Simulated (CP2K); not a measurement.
# GaHOF2 (SMILES [OH][Ga]([F])[F]) at GFN2-xTB

Aim: the vertical electron affinity of GaHOF2 at GFN2-xTB, from 2 runs. 

Program for the calculation: CP2K 2026.2.

3 further runs of the same task are left out: 2 that didn't finish, 1 set aside as unsound or not needed.

### Step 1. The molecule

The species is GaHOF2 (5 atoms), meant as a singlet with charge 0. SMILES: `[OH][Ga]([F])[F]`. The shape comes from GFN2-xTB, which is rough for such elements, and wasn't checked as a minimum.

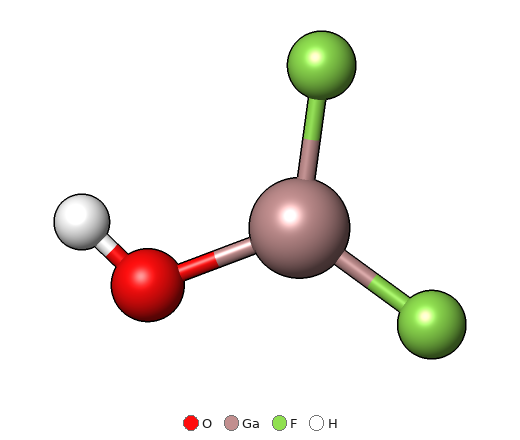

Viewed from a chosen angle; oxygen red, gallium pink, fluorine green, hydrogen white.

### Step 2. Energy and forces at GFN2-xTB

The input, molecule.xyz:

```xyz
5

O      0.031570     1.324650     0.050820
Ga     0.190170    -0.394380     0.128410
F      1.443320    -1.183470     1.015170
F     -0.957880    -1.392440    -0.720750
H     -0.707180     1.645640    -0.473650
```

The input, run.inp:

```
&GLOBAL
    PROJECT_NAME run
    RUN_TYPE ENERGY_FORCE
    PRINT_LEVEL MEDIUM
&END GLOBAL

&FORCE_EVAL
    METHOD QS
    &DFT
        &QS
            METHOD XTB
            EPS_DEFAULT 1.0E-10
            &XTB
                GFN_TYPE TBLITE
                &TBLITE
                    METHOD GFN2
                &END TBLITE
                CHECK_ATOMIC_CHARGES F
            &END XTB
        &END QS
        &POISSON
            PERIODIC NONE
            POISSON_SOLVER ANALYTIC
        &END POISSON
        &SCF
            SCF_GUESS ATOMIC
            EPS_SCF 1.0E-07
            MAX_SCF 150
            ADDED_MOS 8
            &DIAGONALIZATION
                ALGORITHM STANDARD
            &END DIAGONALIZATION
            &MIXING
                METHOD DIRECT_P_MIXING
                ALPHA 0.4
            &END MIXING
        &END SCF
        &PRINT
            &MOMENTS
                PERIODIC F
                REFERENCE COM
                MAX_MOMENT 1
            &END MOMENTS
            &MO ON
                ENERGIES T
                OCCUPATION_NUMBERS T
                NDIGITS 6
                &EACH
                    QS_SCF 0
                &END EACH
                ADD_LAST NUMERIC
            &END MO
            &HIRSHFELD OFF
            &END HIRSHFELD
        &END PRINT
    &END DFT
    &SUBSYS
        &CELL
            ABC 18.4 19 17.7
            PERIODIC NONE
        &END CELL
        &TOPOLOGY
            COORD_FILE_NAME molecule.xyz
            COORD_FILE_FORMAT XYZ
            &CENTER_COORDINATES
            &END CENTER_COORDINATES
        &END TOPOLOGY
    &END SUBSYS
    &PRINT
        &FORCES ON
        &END FORCES
    &END PRINT
&END FORCE_EVAL
```

On the command line:

```sh
$ OMP_NUM_THREADS=1 cp2k.psmp -i run.inp > run.out 2>&1
```

What it wrote:

```text
CP2K| version string:                                       CP2K version 2026.2
[...]
 GLOBAL| Method name                                                        CP2K
[...]
 GLOBAL| Run type                                                   ENERGY_FORCE
[...]
                             - Atoms:                                          5
[...]
                             - Spherical basis functions:                     22
[...]
 Number of electrons:                                                         24
[...]
  *** SCF run converged in    17 steps ***
[...]
  Fermi energy:                                                -0.39898734864892
[...]
 TB_DIPOLE| Moment [Debye]         -1.25552001       2.29574105      -0.85381772
 TB_DIPOLE| Derivative [a.u.]       0.00000000       0.00000000       0.00000000
[...]
 ENERGY| Total FORCE_EVAL ( QS ) energy [hartree]            -15.371051842492330
 FORCES| Atomic forces [hartree/bohr]
 FORCES|   Atom     x               y               z               |f|
 FORCES|      1  1.42725683E-04 -1.82006954E-04  1.06071398E-04   2.54456859E-04
 FORCES|      2  1.43797456E-04  1.01256883E-04  1.06503993E-04   2.05605849E-04
 FORCES|      3 -1.02486255E-04 -6.33343773E-06 -7.67000589E-05   1.28165689E-04
 FORCES|      4  3.45671990E-06  9.99320364E-06  3.97221021E-06   1.12956401E-05
 FORCES|      5 -1.87493604E-04  7.70903047E-05 -1.39847542E-04   2.46280534E-04
 FORCES| Sum    -4.54009660E-17  1.76182853E-18  5.01443505E-18
 FORCES| Total atomic force                                       4.57110086E-17
[...]
```

It took 1.6 s on 1 thread of AMD EPYC 7R43 (Zen 3), shared host; peak memory 0.18 GiB.

### Step 3. The doublet anion

molecule.xyz is that of step 2.

The input, mol.inp:

```
&GLOBAL
    PROJECT_NAME mol
    RUN_TYPE ENERGY_FORCE
    PRINT_LEVEL MEDIUM
&END GLOBAL

&FORCE_EVAL
    METHOD Quickstep
    &DFT
        CHARGE -1
        MULTIPLICITY 2
        UKS T
        &QS
            METHOD XTB
            EPS_DEFAULT 1.0E-10
            &XTB
                GFN_TYPE TBLITE
                &TBLITE
                    METHOD GFN2
                &END TBLITE
                CHECK_ATOMIC_CHARGES F
            &END XTB
        &END QS
        &POISSON
            PERIODIC NONE
            POISSON_SOLVER ANALYTIC
        &END POISSON
        ! SCF settings
        &SCF
            SCF_GUESS ATOMIC
            EPS_SCF 1.0E-07
            MAX_SCF 150
            ADDED_MOS 4
            &DIAGONALIZATION
                ALGORITHM STANDARD
            &END DIAGONALIZATION
            &MIXING
                METHOD DIRECT_P_MIXING
                ALPHA 0.4
            &END MIXING
            &SMEAR ON
                METHOD FERMI_DIRAC
                ELECTRONIC_TEMPERATURE [K] 300
            &END SMEAR
        &END SCF
        ! extra output
        &PRINT
            &MOMENTS
                PERIODIC F
                REFERENCE COM
                MAX_MOMENT 1
            &END MOMENTS
            &MO ON
                ENERGIES T
                OCCUPATION_NUMBERS T
                NDIGITS 6
                &EACH
                    QS_SCF 0
                &END EACH
                ADD_LAST NUMERIC
            &END MO
            &HIRSHFELD OFF
            &END HIRSHFELD
        &END PRINT
    &END DFT
    &SUBSYS
        &CELL
            ABC 18.4 19 17.7
            PERIODIC NONE
        &END CELL
        &TOPOLOGY
            COORD_FILE_NAME molecule.xyz
            COORD_FILE_FORMAT XYZ
            &CENTER_COORDINATES
            &END CENTER_COORDINATES
        &END TOPOLOGY
    &END SUBSYS
    &PRINT
        &FORCES ON
        &END FORCES
    &END PRINT
&END FORCE_EVAL
```

On the command line:

```sh
$ OMP_NUM_THREADS=1 cp2k.psmp mol.inp > mol.out
```

What it wrote:

```text
CP2K| version string:                                       CP2K version 2026.2
[...]
 GLOBAL| Method name                                                        CP2K
[...]
 GLOBAL| Run type                                                   ENERGY_FORCE
[...]
                             - Atoms:                                          5
[...]
                             - Spherical basis functions:                     22
[...]
 Number of electrons:                                                         13
[...]
  *** SCF run converged in    15 steps ***
[...]
  Fermi energy:                                                -0.07541789892268
[...]
 TB_DIPOLE| Moment [Debye]         -0.85281263       1.10065162      -0.58969043
 TB_DIPOLE| Derivative [a.u.]       0.00000000       0.00000000       0.00000000
[...]
 ENERGY| Total FORCE_EVAL ( QS ) energy [hartree]            -15.595971279489998
 FORCES| Atomic forces [hartree/bohr]
 FORCES|   Atom     x               y               z               |f|
 FORCES|      1 -1.30951490E-02  5.04951431E-02 -8.34483375E-03   5.28287673E-02
 FORCES|      2  3.50305123E-03 -2.53448818E-03  2.46360790E-03   4.97638043E-03
 FORCES|      3  3.85540927E-02 -2.32301668E-02  2.73044756E-02   5.26459220E-02
 FORCES|      4 -3.41165905E-02 -2.61658938E-02 -2.51579600E-02   4.98148442E-02
 FORCES|      5  5.15459564E-03  1.43540574E-03  3.73471022E-03   6.52520546E-03
 FORCES| Sum     3.46944695E-18 -4.11996826E-18 -5.11743425E-17
 FORCES| Total atomic force                                       5.14570164E-17
[...]
```

Run time: 1.6 s. Hardware: 1 thread of AMD EPYC 7R43 (Zen 3), shared host; peak memory 0.18 GiB.

### Step 4. Outcome

Level: GFN2-xTB.

| quantity | value |
| --- | --- |
| singlet GaHOF2: total energy | -15.37105 Eh |
| singlet GaHOF2: dipole moment (from atomic charges alone) | 2.75 D |
| singlet GaHOF2: HOMO energy | -14.25 eV |
| singlet GaHOF2: LUMO energy | -9.96 eV |
| singlet GaHOF2: HOMO–LUMO gap | 4.29 eV |
| singlet GaHOF2: largest force on an atom | 0.013 eV/Å |
| doublet anion: total energy | -15.59597 Eh |
| doublet anion: HOMO energy (highest over α and β) | -2.23 eV |
| doublet anion: LUMO energy (lowest over α and β) | -1.87 eV |
| doublet anion: largest force on an atom | 2.717 eV/Å |
| vertical electron affinity (to the doublet anion) | 6.120 eV |

In words: At fixed nuclei the extra electron is bound by 6.12 eV (141 kcal/mol). A minimal valence basis can't be trusted even for the sign of an electron affinity. xTB total energies overstate such differences by several eV unless an empirical shift is taken off; none is applied here. The dipole (singlet GaHOF2) comes from point charges on the atoms alone, without atomic dipoles, so it is partial.
